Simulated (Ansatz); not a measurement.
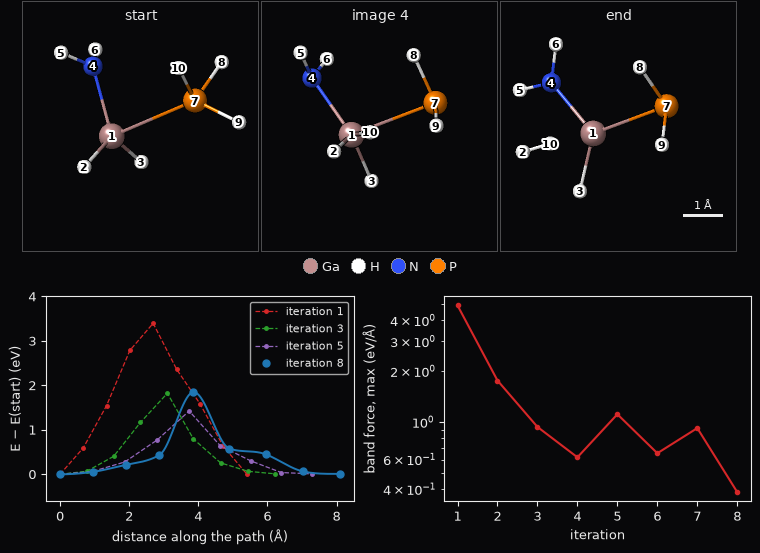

A search for the minimum-energy path of GaPNH$_{7}$ by the nudged elastic band. Images are numbered from 0 (start) to 8 (end). The plot follows the band through its iterations. The picture is a ball-and-stick view, seen at a tilt.

Level of theory: RKS B3LYP-D4/def2-mTZVP in Ansatz 0.2.0. Set-up: 7 movable images; climbing image; force threshold 0.5 eV/Å; iteration limit 60; starting path through a guess of the saddle point.

Question: Judge this run.

Answer: The run met only a loose threshold, so the barrier can't be trusted yet. The band converged in 8 iterations. The largest component of the band force went from 4.9 to 0.38 eV/Å. The climbing image converged on the top of the path. Its curvatures weren't checked. The force threshold is so loose that the height of the top is at best an upper bound. The first iteration put the highest image at 3.40 eV. The energy climbs by 1.85 eV to image 4 and then falls by 1.84 eV, so the end point sits at +0.01 eV.

The run took 2.2 min on 2 threads of Arm Neoverse V2 (shared host), peak memory 0.21 GiB.
